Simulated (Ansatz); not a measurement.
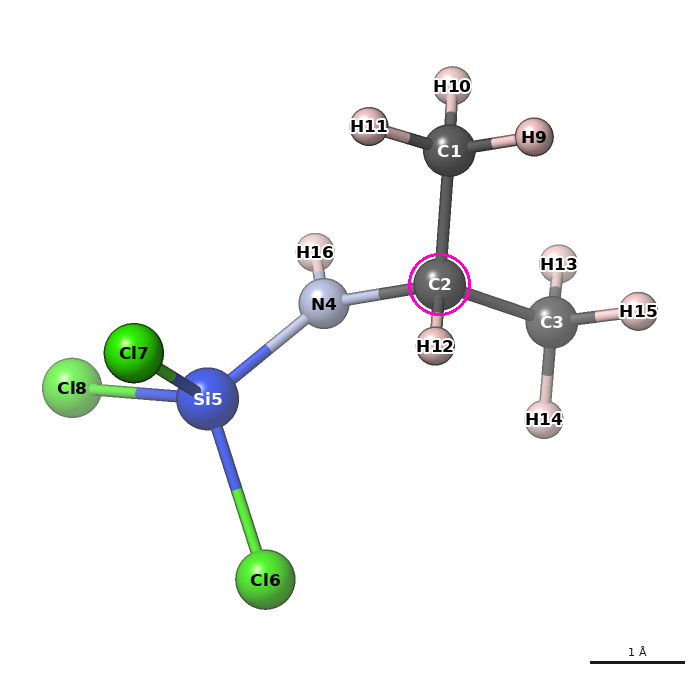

Orthographic view. Depth is shown by fading: the farther an atom, the more it takes the colour of the background. The computed structure is the end point of a PBE0-D4/def2-TZVP optimisation.

Name the neighbours of the circled atom.

Answer. The circled atom is C2; it is bonded to C1, C3, N4, H12.

Of N4 and H16, which is nearer the viewer?

Answer. N4; the bond to H16 points away from the viewer, so it looks shorter than its 1.01 Å.

What is the shortest path along bonds from the circled atom to Cl7?

Answer. C2–N4–Si5–Cl7, 3 bonds; through space the two are 3.69 Å apart.
